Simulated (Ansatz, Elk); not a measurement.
# How far do independent atoms describe Cd3Mo?

Structure refinements treat a crystal as free atoms side by side. For a made-up structure of Cd3Mo (cell and positions from a PBE relaxation) the runs below show what the calculated density changes in F(hkl).

Program: Elk 11.2.3 (patched build). Level of theory: DFT, PBE, all-electron APW+lo, Dirac cores, scalar-relativistic bands, static density, no spin. Results are calculated unless marked as measured.

The structure was built from a prototype and need not be the compound's stable phase.

### 1. Set-up

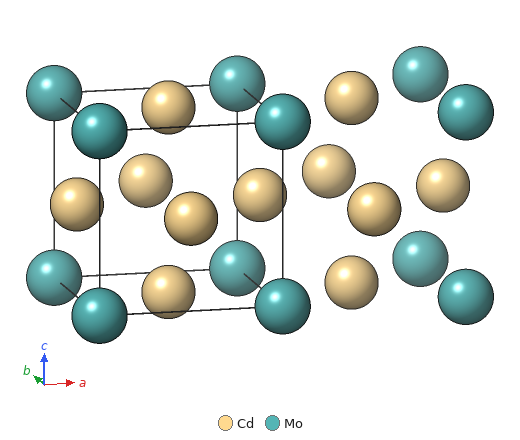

The starting structure, seen slightly off an axis (cadmium orange, molybdenum teal). 2×1×1 cells are drawn. Some periodic images of atoms are drawn too.

### 2. Ground state and structure factors

An all-electron density is needed, since X-rays see the cores too. Task 0 finds the density and task 195 Fourier-transforms it; tshift is off so that phases refer to the origin typed.

elk.in

```
tasks
  0
  195

xctype
  20

spinpol
  .false.

rgkmax
  7.0

gmaxvr
  14.0

lmaxo
  7

lmaxapw
  8

swidth
  0.002

tshift
  .false.

ramdisk
  .false.

hmaxvr
  5.5

maxscl
  120

epspot
  1e-06

sppath
  './'

avec
  8.02291143880 -0.00000000000 -0.00000000000
  -0.00000000000 8.02291143880 0.00000000000
  -0.00000000000 0.00000000000 8.02291143880

atoms
  2
  'Cd.in'
  3
  0.5000000000 0.5000000000 0.0000000000   0.000000 0.000000 0.000000
  0.5000000000 0.0000000000 0.5000000000   0.000000 0.000000 0.000000
  0.0000000000 0.5000000000 0.5000000000   0.000000 0.000000 0.000000
  'Mo.in'
  1
  -0.0000000000 -0.0000000000 -0.0000000000   0.000000 0.000000 0.000000

ngridk
  5 5 5
```

Command:

```sh
> OMP_NUM_THREADS=4 elk
```

Numbers of over 12 decimals in the logs are rounded to 6 here.

Log:

```text
┌─────────────────────────┐
│ Elk code version 11.2.3 │
└─────────────────────────┘

All units are atomic (Hartree, Bohr, etc.)

┌─────────────────────────────────────────────────┐
│ Ground-state run starting from atomic densities │
└─────────────────────────────────────────────────┘

Lattice vectors :
   8.022911439      -0.000000000      -0.000000000
  -0.000000000       8.022911439       0.000000000
  -0.000000000       0.000000000       8.022911439

Reciprocal lattice vectors :
  0.7831552617       0.000000000       0.000000000
   0.000000000      0.7831552617       0.000000000
   0.000000000       0.000000000      0.7831552617

Unit cell volume      :    516.4116067
Brillouin zone volume :   0.4803343113

Muffin-tin inner radius fraction :   0.1000000000E-01

Nuclei treated as point charges

Species : 1 (Cd)
 parameters loaded from : Cd.in
 name : cadmium
 nuclear charge    :   -48.00000000
 electronic charge :    48.00000000
 atomic mass :    204912.7176
 muffin-tin radius :    2.600000000
 number of radial points in muffin-tin :   1193
 inner part over the whole radius :   0.9972693929E-02
 number on inner part of muffin-tin    :    850
 approximate nuclear radius :   0.8708852602E-04
 number of mesh points to nuclear radius :    426
 atomic positions (lattice), magnetic fields (Cartesian) :
  1 :   0.50000000  0.50000000  0.00000000    0.00000000  0.00000000  0.00000000
  2 :   0.50000000  0.00000000  0.50000000    0.00000000  0.00000000  0.00000000
  3 :   0.00000000  0.50000000  0.50000000    0.00000000  0.00000000  0.00000000

Species : 2 (Mo)
 parameters loaded from : Mo.in
 name : molybdenum
 nuclear charge    :   -42.00000000
 electronic charge :    42.00000000
 atomic mass :    174887.9214
 muffin-tin radius :    2.600000000
 number of radial points in muffin-tin :   1193
 inner part over the whole radius :   0.9897744308E-02
 number on inner part of muffin-tin    :    848
 approximate nuclear radius :   0.8334154960E-04
 number of mesh points to nuclear radius :    419
 atomic positions (lattice), magnetic fields (Cartesian) :
  1 :   0.00000000  0.00000000  0.00000000    0.00000000  0.00000000  0.00000000

Total number of atoms per unit cell :    4
Total muffin-tin volume :    294.4887066
 ratio of muffin-tin to unit cell volume :   0.5702596587

Spin treatment :
 spin-unpolarised

Number of Bravais lattice symmetries :   48
Number of crystal symmetries         :   48
Crystal has inversion symmetry
Real symmetric eigensolver will be used

k-point grid :      5     5     5
k-point offset :    0.000000000       0.000000000       0.000000000
k-point set is reduced with full crystal symmetry group
Total number of k-points :       10

Muffin-tin radius times maximum |G+k| :    7.000000000
 using average radius
Maximum |G+k| for APW functions       :    2.692307692
Maximum (1/2)|G+k|²                   :    3.624260355
Maximum |G| for potential and density :    14.00000000
Constant for pseudocharge density :    9
 order of it for each species :   16  16
 order of it for pair densities of each species (exact exchange by exxq0 0: 17) :   10  10
Radial integration step length :    1

G-vector grid sizes :     36    36    36
Number of G-vectors :    23847

Maximum angular momentum used for
 APW functions            :    8
 outer part of muffin-tin :    7
 inner part of muffin-tin :    2

Total nuclear charge    :   -186.0000000
Total core charge       :    118.0000000
Total valence charge    :    68.00000000
Total excess charge     :    0.000000000
Total electronic charge :    186.0000000

Effective Wigner radius, rₛ :   0.8718962580

Number of empty states         :     16
Total number of valence states :     51
Total number of core states    :    118

Third-order local-orbitals added for an l without core states : T
Total number of local-orbitals :     69

Exchange-correlation functional :     20     0     0
 Perdew-Burke-Ernzerhof, Phys. Rev. Lett. 77, 3865 (1996)
 gradient requirement :    1
[...]
exchange                    :     -577.58460242350
 correlation                 :     -9.949113
 electron entropic           :    -0.46165386572165E-03
 total energy                :     -20838.504239805

Density of states at Fermi energy :    31.39588654
 (states/Hartree/unit cell)

Estimated indirect band gap :   0.5963622653E-02
 from k-point 4 to k-point 3
Estimated direct band gap   :   0.1501356817E-01
 at k-point 4

Charges :
 core                        :    118.0000000
 valence                     :    68.00000000
 interstitial                :    5.835460409
 muffin-tins (core leakage)
  species : 1 (Cd)
   atom 1                    :    46.73667794     (  0.2569955625E-03)
   atom 2                    :    46.73667794     (  0.2569955625E-03)
[...]
species : 2 (Mo)
[...]
total in muffin-tins        :    180.1645396
 total calculated charge     :    185.9984312
 total charge                :    186.0000000
 error                       :   0.1568787579E-02

RMS change in Kohn-Sham potential (target) :   0.1012104471     (  0.1000000000E-05)
Absolute change in total energy (target)   :   0.1155427181     (  0.1000000000E-03)

[... loops 3 to 15 left out ...]

┌──────────────────┐
│ Loop number : 16 │
└──────────────────┘

Energies :
 Fermi                       :     0.274866
 sum of occupied eigenvalues :     -12481.993314446
 electron kinetic            :      21799.772048958
 core electron kinetic       :      21147.088621764
 Coulomb                     :     -42049.152943846
 Coulomb potential           :     -33514.480093634
 nuclear-nuclear             :     -2475.1208668173
 electron-nuclear            :     -45705.788691353
 Hartree                     :      6131.7566143244
 Madelung                    :     -25291.912897029
 xc potential                :     -767.28526977057
 exchange                    :     -578.24304784909
 correlation                 :     -9.950489
 electron entropic           :    -0.48987877065782E-03
 total energy                :     -20837.574921211

Density of states at Fermi energy :    32.35791676
 (states/Hartree/unit cell)

Estimated indirect band gap :   0.5982267482E-02
 from k-point 1 to k-point 3
Estimated direct band gap   :   0.1351159687E-01
 at k-point 2

Charges :
 core                        :    118.0000000
 valence                     :    68.00000000
 interstitial                :    5.451205154
 muffin-tins (core leakage)
  species : 1 (Cd)
[...]
species : 2 (Mo)
[...]
total in muffin-tins        :    180.5487948
 total calculated charge     :    185.9985359
 total charge                :    186.0000000
 error                       :   0.1464051963E-02

RMS change in Kohn-Sham potential (target) :   0.6198523934E-07 (  0.1000000000E-05)
Absolute change in total energy (target)   :   0.4090910807E-04 (  0.1000000000E-03)

Convergence targets achieved

┌──────────────────┐
│ Loop number : 17 │
└──────────────────┘

Energies :
 Fermi                       :     0.274866
 sum of occupied eigenvalues :     -12481.993312210
 electron kinetic            :      21799.772055262
 core electron kinetic       :      21147.088624782
 Coulomb                     :     -42049.152945222
 Coulomb potential           :     -33514.480095497
 nuclear-nuclear             :     -2475.1208668173
 electron-nuclear            :     -45705.788693687
 Hartree                     :      6131.7566152821
 Madelung                    :     -25291.912897474
 xc potential                :     -767.28527197518
 exchange                    :     -578.24304789400
 correlation                 :     -9.950489
 electron entropic           :    -0.48987935812233E-03
 total energy                :     -20837.574916306

Density of states at Fermi energy :    32.35796374
 (states/Hartree/unit cell)

Estimated indirect band gap :   0.5982243550E-02
 from k-point 1 to k-point 3
Estimated direct band gap   :   0.1351159614E-01
 at k-point 2

Charges :
 core                        :    118.0000000
 valence                     :    68.00000000
 interstitial                :    5.451204605
 muffin-tins (core leakage)
  species : 1 (Cd)
[...]
atom 2                    :    46.77210783     (  0.2432497695E-03)
   atom 3                    :    46.77210783     (  0.2432497695E-03)
  species : 2 (Mo)
   atom 1                    :    40.23247192     ( -0.2823871981E-07)
 total in muffin-tins        :    180.5487954
 total calculated charge     :    185.9985359
 total charge                :    186.0000000
 error                       :   0.1464052136E-02

┌──────────────────────────────┐
│ Self-consistent loop stopped │
└──────────────────────────────┘

Warning : core states of species 1 leak from the muffin-tin :   0.2432497695E-03

Wrote STATE.OUT
```

It took 18 s on 4 threads of Arm Neoverse V1, shared host; peak memory 0.16 GiB.

SFACRHO.OUT:

```text

h k l indices transformed by vhmat matrix:
   1.000000000       0.000000000       0.000000000    
   0.000000000       1.000000000       0.000000000    
   0.000000000       0.000000000       1.000000000    

      h      k      l  multipl.   |H|            Re(F)            Im(F)           |F|

      0      0      0      1   0.0000000       186.00000      0.34333779E-17   186.00000    
      0      1      0      6  0.78315526      -6.0458714      0.10351423E-13   6.0458714    
      0     -1      1     12   1.1075488      -6.1059991     -0.52526849E-14   6.1059991    
      1     -1     -1      8   1.3564647       148.38368      0.93355419E-14   148.38368    
     -2      0      0      6   1.5663105       141.20071      0.17989263E-13   141.20071    
     -1      0     -2     24   1.7511884      -5.2232096     -0.86479230E-14   5.2232096    
     -2      1      1     24   1.9183308      -4.9138643     -0.31670986E-13   4.9138643    
     -2      2      0     12   2.2150976       121.75823      0.82898805E-14   121.75823    
     -2     -1      2     24   2.3494658      -4.1876868     -0.19162914E-14   4.1876868    
      3      0      0      6   2.3494658      -4.4318528      0.22481294E-13   4.4318528    
     -3      0     -1     24   2.4765544      -4.1420512      0.19296286E-16   4.1420512    
     -3     -1      1     24   2.5974322       111.71023      0.17407588E-13   111.71023    
      2      2      2      8   2.7129294       109.08832     -0.41434213E-13   109.08832    
      0     -2     -3     24   2.8237065      -3.5953391     -0.20262985E-13   3.5953391    
     -2      3      1     48   2.9302987      -3.4171622     -0.25109788E-13   3.4171622    
      0      0      4      6   3.1326210       99.829195     -0.25204841E-13   99.829195    
      0      4     -1     24   3.2290319      -3.1880287     -0.62087676E-14   3.1880287    
      3      2      2     24   3.2290319      -3.0384729      0.18576191E-13   3.0384729
```

Elk indexes on the primitive cell of elk.in and gives |H| = 4π sin θ/λ in inverse bohr. Below, one row stands for each form hkl of the conventional cell (m members, Friedel mates merged), F is for one primitive cell and the density is static (no thermal factor). Free-atom factors are Waasmaier and Kirfel's, and R is Σm||F|−|F'||/Σm|F|.

```
hkl   m  sin θ/λ (Å⁻¹)  abs F, DFT  neutral atoms   diff.
100   6          0.118       6.046          6.114  -0.068
110  12          0.167       6.106          5.971  +0.135
111   8          0.204     148.384        149.053  -0.669
200   6          0.235     141.201        141.899  -0.698
210  24          0.263       5.223          5.186  +0.037
211  24          0.288       4.914          4.947  -0.033
220  12          0.333     121.758        121.692  +0.066
221  24          0.353       4.188          4.325  -0.137
300   6          0.353       4.432          4.325  +0.107
310  24          0.372       4.142          4.140  +0.002
311  24          0.391     111.710        111.541  +0.169
222   8          0.408     109.088        108.755  +0.333
320  24          0.425       3.595          3.640  -0.045
321  48          0.441       3.417          3.491  -0.074
400   6          0.471      99.829         99.711  +0.118
410  24          0.486       3.188          3.103  +0.085
322  24          0.486       3.038          3.103  -0.064
330  12          0.500       2.989          2.993  -0.003
411  24          0.500       3.077          2.993  +0.084
331  24          0.513      94.778         94.543  +0.235
420  24          0.527      93.199         93.047  +0.152
421  48          0.540       2.782          2.719  +0.064
```

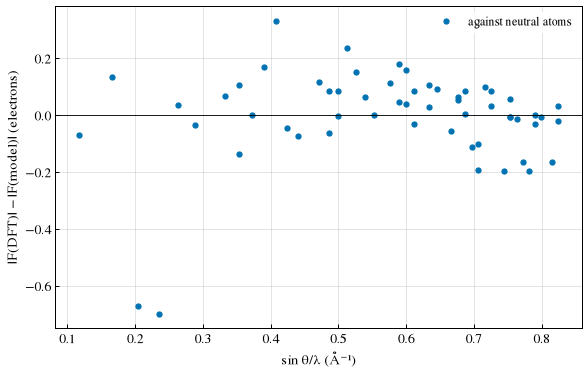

Difference between the calculated structure factors and the independent-atom ones.

### 3. The highest occupied states alone

An energy window below the Fermi level keeps the highest occupied states, to see at which angles they scatter; shallow core shells can lie inside it and anion s states outside. No new self-consistency is needed.

elk.in, as its differences from that of step 2:

```diff
@@ -1,3 +1,2 @@
 tasks
-  0
   195
@@ -40,2 +39,5 @@
 
+wsfac
+  -0.166130 0.574870
+
 sppath
```

Command:

```sh
> OMP_NUM_THREADS=4 elk
```

Log:

```text
┌─────────────────────────────────┐
│ Elk code version 11.2.3 started │
└─────────────────────────────────┘

Info(readinput): the functional depends on the density's gradient
 muffin-tin radial points multiplied by    2.00000
 (not where nrmtscf is given)

┌────────────────────┐
│ Current task : 195 │
└────────────────────┘

Info(sfacrho): density structure factors written to SFACRHO.OUT

 Energy window :  -0.1661300000      0.5748700000

┌──────────────────┐
│ Elk code stopped │
└──────────────────┘
```

Wall time 8.9 s (4 threads); peak memory 0.16 GiB.

States within 12 eV below the Fermi level hold 42.00 electrons; any levels below the window count with the cores. Their amplitudes can exceed the total, where window and core parts have opposite phase:

```
hkl  sin θ/λ (Å⁻¹)  abs F, window  abs F, all
100          0.118          5.442       6.046
110          0.167          5.023       6.106
111          0.204         17.646     148.384
200          0.235         14.161     141.201
210          0.263          3.212       5.223
211          0.288          2.714       4.914
220          0.333          6.877     121.758
221          0.353          1.642       4.188
300          0.353          1.885       4.432
310          0.372          1.532       4.142
```

(Part 1 of 2 ends here.)

[Logs are printed without paths, hosts, clocks, repeated set-up lines and the standing remarks that a program may print on its own settings, such as how far it seeks lower states.]

[Hosts, paths, dates, database ids (printed as entryN), source tags and the programs' standing remarks are cut or masked in the printed files.]
